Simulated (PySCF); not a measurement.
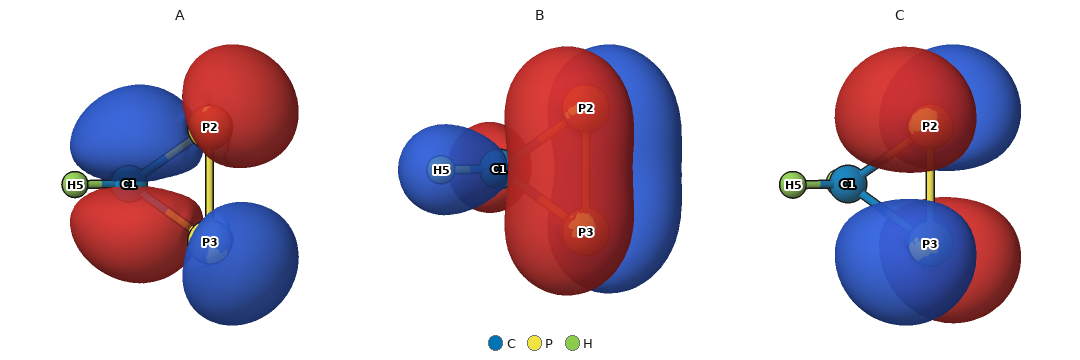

Figure. CH₂P₂. Three frontier orbitals at ±0.1 Å⁻³ᐟ² (red and blue are the two phases), in no order.

Geometry: PBE0-D3(BJ)/def2-SVP.

All numbers below come from PySCF 2.14.0, Gaussian-basis quantum chemistry of an isolated molecule with PySCF, energy and nuclear gradient, functional PBE0.

The calculation's input:

```
# C1P=P1
from pyscf import gto, dft

system = gto.M(
    atom='mol.xyz',
    max_memory=3720,
    verbose=3,
    basis='def2-tzvpd',
)

mf = dft.RKS(system, xc='pbe0')
mf = mf.density_fit(auxbasis='def2-universal-jkfit')
mf.grids.level = 3
mf.conv_tol = 1e-09
mf.max_cycle = 100
mf.kernel()
if not mf.converged:
    mf = mf.newton().run(mf.mo_coeff, mf.mo_occ)

e_tot = mf.e_tot
print('E = %.10f Eh' % e_tot)
grad = mf.nuc_grad_method().kernel()
dip = mf.dip_moment()
pop, q = mf.mulliken_pop()
```

Command:

```sh
OMP_NUM_THREADS=2 python input.py
```

> Order the three orbitals by energy and name them.

A is the HOMO−1 (−7.71 eV). It lies mainly on C1 (about 35 %), P2 (about 30 %) and P3 (about 30 %). B is the HOMO (−7.16 eV). By Hirshfeld shares it lies mainly on P2 (about 40 %), P3 (about 40 %) and C1 (about 10 %); π-bonding across P2–P3. C is the LUMO (−2.83 eV). By Hirshfeld shares it lies mainly on P2 (about 45 %) and P3 (about 45 %); π-antibonding (π*) across P2–P3.

> What is the HOMO–LUMO gap?

4.33 eV between the orbital energies.
